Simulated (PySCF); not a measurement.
# C3H7FGeSe: the cost of one run

Computed with PySCF 2.14.0, with density-fitted response routines of our own, on a single molecule in the gas phase. Atoms count from 0, in the outputs and in this text.

### Step 1. The starting structure

13 atoms, charge 0, multiplicity 1; geometry from: GFN2-xTB.

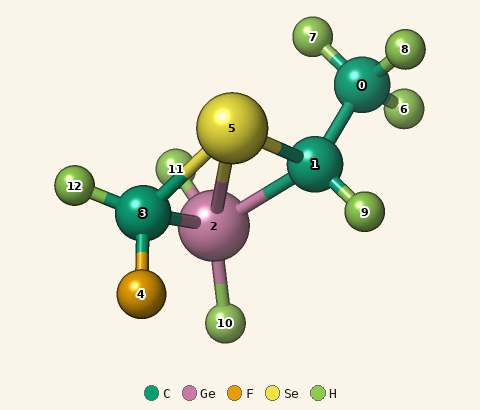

As it starts; carbon teal, germanium pink, fluorine amber, selenium yellow, hydrogen green, atoms numbered; sticks join atoms by distance.

### Step 2. Ultraviolet spectrum: CAM-B3LYP/def2-SVPD

What the job is given:

```
{"job": {"kind": "uv", "xc": "CAM-B3LYP", "basis": "def2-SVPD", "nstates": 8, "ntriplets": 3}, "charge": 0, "multiplicity": 1}
C     -1.983577    -0.275998    -0.142415
C     -0.666176     0.045020     0.530276
Ge     0.780987     0.904344    -0.557641
C      1.984723    -0.512506     0.183330
F      2.756976    -0.006886     1.200227
Se     0.471313    -1.579664     0.896978
H     -2.532131     0.646066    -0.335859
H     -1.817508    -0.786715    -1.090056
H     -2.595927    -0.917444     0.491116
H     -0.836491     0.540327     1.488804
H      1.233577     2.299146    -0.198647
H      0.560851     0.768251    -2.042509
H      2.638993    -1.123454    -0.441330
```

Level: TDDFT CAM-B3LYP/def2-SVPD, vertical, gas phase, core orbitals frozen in the response.

Command:

```console
> OMP_NUM_THREADS=1 python probes_run.py task.json out
```

One launch serves the whole session: the jobs run in the order shown.

Q: Estimate the wall time and peak memory of this job on 1 thread of Arm Neoverse V1, shared host.

About 78 s, with a peak of 1.1 GiB.
